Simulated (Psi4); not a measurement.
# SnHCl3O (SMILES [OH][Sn]([Cl])([Cl])[Cl]): levels of theory compared

Aim: a comparison of 5 runs (HF/STO-3G, HF/3-21G, HSE06/def2-SVP, TPSSh/def2-SVP, wB97X-V/def2-SVP) of SnHCl3O. 

The results are computed with Psi4 1.11.

1 further run of the same task is left out (it didn't finish).

## (1) The system as given

SnHCl3O has 6 atoms, charge 0, and is taken as a singlet. SMILES: `[OH][Sn]([Cl])([Cl])[Cl]`. The Sn2–Cl4 distance was set to 2.984 Å, away from the relaxed value.

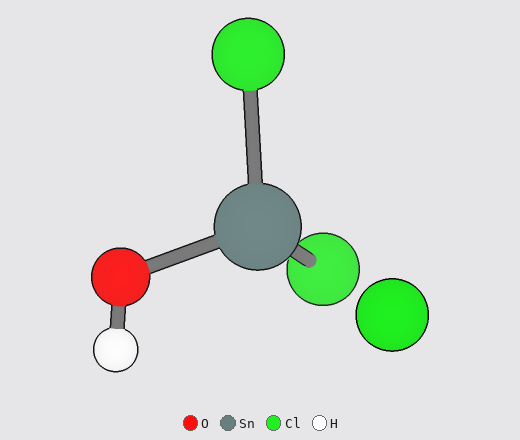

The structure, seen from a chosen angle (oxygen red, tin teal, chlorine green, hydrogen white).

## (2) A single-point energy at HF/STO-3G (run 1)

The input, job.inp:

```
memory 1600 MB

molecule {
  0 1
  O     -0.246110     0.840590     1.762480
  Sn     0.680090     0.162090     0.208980
  Cl     2.359390    -1.166610     0.994180
  Cl    -1.175400    -1.411300    -1.519500
  Cl     1.533190     1.888990    -1.040320
  H     -0.967910     1.437590     1.542480
  units angstrom
  symmetry c1
}

set {
  basis         STO-3G
  puream        true
  e_convergence 1e-09
  d_convergence 1e-08
  scf_type      pk
}

e_tot, wfn = energy('hf', return_wfn=True)
print_variables()
```

Launch:

```sh
$ psi4 -n 1 job.inp job.out
```

job.out:

```text
[...]
  Running in c1 symmetry.
[...]
  Nuclear repulsion =  846.299911265896753
[...]
  Multiplicity = 1
[...]
  Nalpha       = 55
  Nbeta        = 55
[...]
    Number of basis functions: 60
[...]
   @RHF iter   1: -7401.50513488139313   -3.75597e+00   6.16555e-03 DIIS/ADIIS
[...]
   @RHF iter  11: -7401.61085654610633   -1.54614e-11   5.95184e-09 DIIS
[...]
    Orbital Energies [Eh]
    ---------------------
    Doubly Occupied:
       1A   -1030.083892     2A   -153.713368     3A   -145.543477
       4A   -145.543076     5A   -145.542898     6A   -103.690241
       7A   -103.684939     8A   -103.569088     9A    -29.787708
      10A    -26.770744    11A    -26.770042    12A    -26.769172
      13A    -20.267752    14A    -18.373214    15A    -18.373069
      16A    -18.372470    17A    -18.371681    18A    -18.371379
      19A    -10.381555    20A    -10.377179    21A    -10.267494
      22A     -7.825051    23A     -7.820621    24A     -7.819884
      25A     -7.819795    26A     -7.815551    27A     -7.815522
      28A     -7.710536    29A     -7.706698    30A     -7.706678
      31A     -4.993784    32A     -3.747999    33A     -3.746634
      34A     -3.743472    35A     -1.303206    36A     -1.102233
[...]
  @RHF Final Energy: -7401.61085654610633
   => Energetics <=
    Nuclear Repulsion Energy =            846.2999112658967533
    One-Electron Energy =              -11924.0666973414554377
    Two-Electron Energy =                3676.1559295294528056
    Total Energy =                      -7401.6108565461063336
[...]
 Multipole Moments:
 ------------------------------------------------------------------------------------
     Multipole            Electronic (a.u.)      Nuclear  (a.u.)        Total (a.u.)
 ------------------------------------------------------------------------------------
 L = 1.  Multiply by 2.5417464519 to convert [e a0] to [Debye]
 Dipole X            :          1.4123095           -1.5558249           -0.1435154
 Dipole Y            :          1.1813146           -0.1931106            0.9882040
 Dipole Z            :          1.9381518           -1.0375186            0.9006332
 Magnitude           :                                                    1.3447245
[...]
```

It took 1.5 s on 1 thread of Intel Xeon 6975P-C (Granite Rapids), shared host; peak memory 0.2 GiB.

## (3) Energy and forces at HF/3-21G (run 2)

The input, input.dat:

```
memory 1.6 GB

molecule {
  O
  Sn 1 1.931727
  Cl 2 2.280796 1 106.30677
  Cl 2 2.984299 1 110.66232 3 120.0071
  Cl 2 2.295803 1 110.58422 3 -120.10414
  H 1 0.962187 2 113.187 3 178.51219
  symmetry c1
  no_reorient
  no_com
}

set {
  basis 3-21G
  puream true
  e_convergence 1e-09
  d_convergence 1e-08
  scf_type pk
}

E, wfn = gradient('hf', return_wfn=True)
print_variables()
```

Launch:

```sh
$ psi4 -n 1 input.dat output.dat
```

output.dat:

```text
[...]
  Running in c1 symmetry.
[...]
  Nuclear repulsion =  846.300040243656781
[...]
  Multiplicity = 1
[...]
  Nalpha       = 55
  Nbeta        = 55
[...]
    Number of basis functions: 81
[...]
   @RHF iter   1: -7443.19814722842239   -3.89225e+00   6.25578e-03 ADIIS/DIIS
[...]
   @RHF iter  12: -7443.32648687955771   -2.27374e-11   9.01005e-09 DIIS
[...]
  @RHF Final Energy: -7443.32648687955771
   => Energetics <=
    Nuclear Repulsion Energy =            846.3000402436567811
    One-Electron Energy =              -11957.1642728853385051
    Two-Electron Energy =                3667.5377457621234498
    Total Energy =                      -7443.3264868795577058
[...]
 Multipole Moments:
 ------------------------------------------------------------------------------------
     Multipole            Electronic (a.u.)      Nuclear  (a.u.)        Total (a.u.)
 ------------------------------------------------------------------------------------
 L = 1.  Multiply by 2.5417464519 to convert [e a0] to [Debye]
 Dipole X            :         -2.0632022            1.1301984           -0.9330038
 Dipole Y            :         -1.3218495            1.4941787            0.1723291
 Dipole Z            :         -1.2155241            0.1562366           -1.0592874
 Magnitude           :                                                    1.4220701
[...]
  -Total Gradient:
     Atom            X                  Y                   Z
    ------   -----------------  -----------------  -----------------
       1       -0.002761239358    -0.007256751238    -0.024261795344
       2       -0.062976995781    -0.029768565367     0.007794570315
       3       -0.002822884977     0.027247572480    -0.011173518880
       4        0.050088821757     0.028351919040     0.022060813780
       5        0.019325143124    -0.014823820245    -0.011231083110
       6       -0.000852844655    -0.003750354689     0.016811012951
[...]
```

It took 3.6 s on 1 thread of Intel Xeon 6975P-C (Granite Rapids), shared host; peak memory 0.26 GiB.

## (4) The energy at HSE06/def2-SVP (core potential) (run 3)

The input, cl3hosn.xyz:

```xyz
6
Cl3HOSn
O     -0.246110     0.840590     1.762480
Sn     0.680090     0.162090     0.208980
Cl     2.359390    -1.166610     0.994180
Cl    -1.175400    -1.411300    -1.519500
Cl     1.533190     1.888990    -1.040320
H     -0.967910     1.437590     1.542480
```

The input, calc.py:

```python
import psi4

psi4.set_memory('1600 MB')
psi4.set_num_threads(1)
psi4.core.set_output_file('output.dat', False)

with open('cl3hosn.xyz') as f:
    atoms = ''.join(f.readlines()[2:])
m = psi4.geometry('0 1\n' + atoms + 'symmetry c1')

psi4.set_options({
    'basis': 'def2-SVP',
    'puream': True,
    'e_convergence': 1e-09,
    'd_convergence': 1e-08,
    'scf_type': 'pk',
    'dft_radial_points': 99,
    'dft_spherical_points': 590,
})

e_tot, wfn = psi4.energy('hse06', molecule=m, return_wfn=True)
print('E =', round(e_tot, 9))
for k, v in sorted(psi4.core.scalar_variables().items()):
    print(f'{k:45s} {v:18.10f}')
```

Launch:

```sh
$ python calc.py
```

output.dat:

```text
[...]
    !!!  WARNING: ECP capability is in beta. Please check occupations closely.  !!!
[...]
  Running in c1 symmetry.
[...]
  Nuclear repulsion =  474.388312503888869
[...]
  Multiplicity = 1
[...]
  Nalpha       = 41
  Nbeta        = 41
[...]
    Number of basis functions: 99
[...]
   @RKS iter   1: -1669.63181495607796   -1.30501e+00   7.37616e-03 ADIIS/DIIS
[...]
   @RKS iter  13: -1669.85104238840859   -6.82121e-13   4.79471e-09 DIIS
[...]
    Orbital Energies [Eh]
    ---------------------
    Doubly Occupied:
       1A   -101.708354     2A   -101.707014     3A   -101.644123
       4A    -19.250464     5A     -9.552734     6A     -9.551254
       7A     -9.483845     8A     -7.290888     9A     -7.289235
      10A     -7.283019    11A     -7.282805    12A     -7.281605
      13A     -7.281503    14A     -7.223307    15A     -7.214128
      16A     -7.214040    17A     -5.236798    18A     -3.570857
      19A     -3.570384    20A     -3.568161    21A     -1.150188
      22A     -1.140306    23A     -1.134929    24A     -1.131981
      25A     -1.131223    26A     -1.011031    27A     -0.861432
      28A     -0.845276    29A     -0.761501    30A     -0.570309
      31A     -0.488402    32A     -0.423008    33A     -0.402489
      34A     -0.383451    35A     -0.362721    36A     -0.358454
[...]
  @RKS Final Energy: -1669.85104238840859
   => Energetics <=
    Nuclear Repulsion Energy =            474.3883125038888693
    One-Electron Energy =               -3331.7104883032857288
    Two-Electron Energy =                1272.9961873254903821
    DFT Exchange-Correlation Energy =     -85.5250539145020667
    Empirical Dispersion Energy =           0.0000000000000000
    VV10 Nonlocal Energy =                  0.0000000000000000
    Total Energy =                      -1669.8510423884085867
[...]
 Multipole Moments:
 ------------------------------------------------------------------------------------
     Multipole            Electronic (a.u.)      Nuclear  (a.u.)        Total (a.u.)
 ------------------------------------------------------------------------------------
 L = 1.  Multiply by 2.5417464519 to convert [e a0] to [Debye]
 Dipole X            :          0.1731589            0.0186427            0.1918015
 Dipole Y            :          7.4766908           -6.5293817            0.9473092
 Dipole Z            :         12.6532785          -12.0833664            0.5699121
 Magnitude           :                                                    1.1220438
[...]
```

On the terminal:

```text
E = -1669.851042388
CURRENT ENERGY                                  -1669.8510423884
CURRENT REFERENCE ENERGY                        -1669.8510423884
DD SOLVATION ENERGY                                 0.0000000000
DFT FUNCTIONAL TOTAL ENERGY                     -1669.8510423884
DFT TOTAL ENERGY                                -1669.8510423884
DFT VV10 ENERGY                                     0.0000000000
DFT XC ENERGY                                     -85.5250539145
GRID ELECTRONS ALPHA                               41.0000003901
GRID ELECTRONS BETA                                41.0000003901
GRID ELECTRONS TOTAL                               82.0000007803
NUCLEAR REPULSION ENERGY                          474.3883125039
ONE-ELECTRON ENERGY                             -3331.7104883033
PCM POLARIZATION ENERGY                             0.0000000000
PE ENERGY                                           0.0000000000
SCF ITERATION ENERGY                            -1669.8510423884
SCF ITERATIONS                                     13.0000000000
SCF TOTAL ENERGY                                -1669.8510423884
TWO-ELECTRON ENERGY                              1272.9961873255
XC GRID RADIAL POINTS                              99.0000000000
XC GRID SPHERICAL POINTS                          590.0000000000
XC GRID TOTAL POINTS                           329072.0000000000
```

Run time: 21 s. Hardware: 1 thread of Intel Xeon 6975P-C (Granite Rapids), shared host; peak memory 0.79 GiB.

Run 4 isn't shown in full; the table further down has it.

## (5) A single-point energy at wB97X-V/def2-SVP (core potential) (run 5)

The input, cl3hosn.py:

```python
import psi4

psi4.set_memory(1600000000)
psi4.set_num_threads(1)
psi4.core.set_output_file('cl3hosn.out', False)

geom = psi4.geometry("""
O
Sn 1 1.931727
Cl 2 2.280796 1 106.30677
Cl 2 2.984299 1 110.66232 3 120.0071
Cl 2 2.295803 1 110.58422 3 -120.10414
H 1 0.962187 2 113.187 3 178.51219
symmetry c1
""")

psi4.set_options({
    'basis': 'def2-SVP',
    'puream': True,
    'e_convergence': 1e-09,
    'd_convergence': 1e-08,
    'scf_type': 'pk',
    'dft_radial_points': 99,
    'dft_spherical_points': 590,
})

result = psi4.energy('WB97X-V')
print(f'total energy {result:.8f} hartree = {result * 27.211386:.5f} eV')
for k, v in sorted(psi4.core.scalar_variables().items()):
    print(f'{k:45s} {v:18.10f}')
```

Launch:

```sh
$ python cl3hosn.py
```

cl3hosn.out:

```text
[...]
    !!!  WARNING: ECP capability is in beta. Please check occupations closely.  !!!
[...]
  Running in c1 symmetry.
[...]
  Nuclear repulsion =  474.388384535610896
[...]
  Multiplicity = 1
[...]
  Nalpha       = 41
  Nbeta        = 41
[...]
    Number of basis functions: 99
[...]
   @RKS iter   1: -1669.84589333129452   -1.72037e+00   6.47331e-03 ADIIS/DIIS
[...]
   @RKS iter  12: -1670.05930474710954   -2.77396e-11   9.29016e-09 DIIS
[...]
    Orbital Energies [Eh]
    ---------------------
    Doubly Occupied:
       1A   -101.533440     2A   -101.532316     3A   -101.463436
       4A    -19.276614     5A     -9.597480     6A     -9.596207
       7A     -9.522707     8A     -7.358452     9A     -7.357002
      10A     -7.349966    11A     -7.349777    12A     -7.348763
      13A     -7.348683    14A     -7.284921    15A     -7.275264
      16A     -7.275174    17A     -5.324718    18A     -3.673646
      19A     -3.673054    20A     -3.670609    21A     -1.271995
      22A     -1.262373    23A     -1.257106    24A     -1.253891
      25A     -1.253228    26A     -1.130546    27A     -0.985857
      28A     -0.967794    29A     -0.878244    30A     -0.685311
      31A     -0.598915    32A     -0.527963    33A     -0.511564
      34A     -0.492881    35A     -0.471149    36A     -0.466322
[...]
  @RKS Final Energy: -1670.05930474710954
   => Energetics <=
    Nuclear Repulsion Energy =            474.3883845356108964
    One-Electron Energy =               -3331.2626526307085442
    Two-Electron Energy =                1269.3384029624946834
    DFT Exchange-Correlation Energy =     -82.8534301378834783
    Empirical Dispersion Energy =           0.0000000000000000
    VV10 Nonlocal Energy =                  0.3299905233767592
    Total Energy =                      -1670.0593047471095360
[...]
 Multipole Moments:
 ------------------------------------------------------------------------------------
     Multipole            Electronic (a.u.)      Nuclear  (a.u.)        Total (a.u.)
 ------------------------------------------------------------------------------------
 L = 1.  Multiply by 2.5417464519 to convert [e a0] to [Debye]
 Dipole X            :         -6.3508350            5.4004046           -0.9504304
 Dipole Y            :         -3.8904761            3.8731341           -0.0173420
 Dipole Z            :        -12.7492059           12.0197918           -0.7294141
 Magnitude           :                                                    1.1981918
[...]
```

The script printed:

```text
total energy -1670.05930475 hartree = -45444.62838 eV
CURRENT ENERGY                                  -1670.0593047471
CURRENT REFERENCE ENERGY                        -1670.0593047471
DD SOLVATION ENERGY                                 0.0000000000
DFT FUNCTIONAL TOTAL ENERGY                     -1670.0593047471
DFT TOTAL ENERGY                                -1670.0593047471
DFT VV10 ENERGY                                     0.3299905234
DFT XC ENERGY                                     -82.8534301379
GRID ELECTRONS ALPHA                               41.0000003881
GRID ELECTRONS BETA                                41.0000003881
GRID ELECTRONS TOTAL                               82.0000007762
NUCLEAR REPULSION ENERGY                          474.3883845356
ONE-ELECTRON ENERGY                             -3331.2626526307
PCM POLARIZATION ENERGY                             0.0000000000
PE ENERGY                                           0.0000000000
SCF ITERATION ENERGY                            -1670.0593047471
SCF ITERATIONS                                     12.0000000000
SCF TOTAL ENERGY                                -1670.0593047471
TWO-ELECTRON ENERGY                              1269.3384029625
XC GRID RADIAL POINTS                              99.0000000000
XC GRID SPHERICAL POINTS                          590.0000000000
XC GRID TOTAL POINTS                           329072.0000000000
```

Wall time 47 s (1 thread of Intel Xeon 6975P-C (Granite Rapids), shared host); peak memory 0.8 GiB.

## (6) All runs side by side

| run | level | task | core potential | energy (Eh) | dipole moment (D) | HOMO energy (eV) | LUMO energy (eV) | wall time |
| --- | --- | --- | --- | --- | --- | --- | --- | --- |
| 1 | HF/STO-3G | energy | none | -7401.610857 | 3.42 | -9.17 | 1.76 | 1.5 s |
| 2 | HF/3-21G | gradient | none | -7443.326487 | 3.61 | -12.00 | -1.82 | 3.6 s |
| 3 | HSE06/def2-SVP (core potential) | energy | def2 | -1669.851042 | 2.85 | -7.75 | -4.88 | 21 s |
| 4 | TPSSh/def2-SVP (core potential) | energy | def2 | -1670.290651 | 2.91 | -7.41 | -4.88 | 23 s |
| 5 | wB97X-V/def2-SVP (core potential) | energy | def2 | -1670.059305 | 3.05 | -10.57 | -2.54 | 47 s |

## (7) Outcome

```
            quantity           value
 run 5: total energy  -1670.05930 Eh
run 5: dipole moment          3.05 D
  run 5: HOMO energy       -10.57 eV
  run 5: LUMO energy        -2.54 eV
run 5: HOMO–LUMO gap         8.03 eV
```

What this shows: The dipole moment (its size) runs from 2.85 D (HSE06/def2-SVP) to 3.61 D (HF/3-21G). The two ends differ in method and basis and core potential. The HOMO–LUMO gap runs from 2.54 eV (TPSSh/def2-SVP) to 10.93 eV (HF/STO-3G). Totals of different functionals can't be ranked against each other. Some runs of one species differ in core potentials or relativity; totals across that change don't compare. In run 1 the basis is minimal, so the values are rough. In runs 1, 2 relativity is left out where basis or elements ask for it. All runs together took 96 s, the longest 47 s.
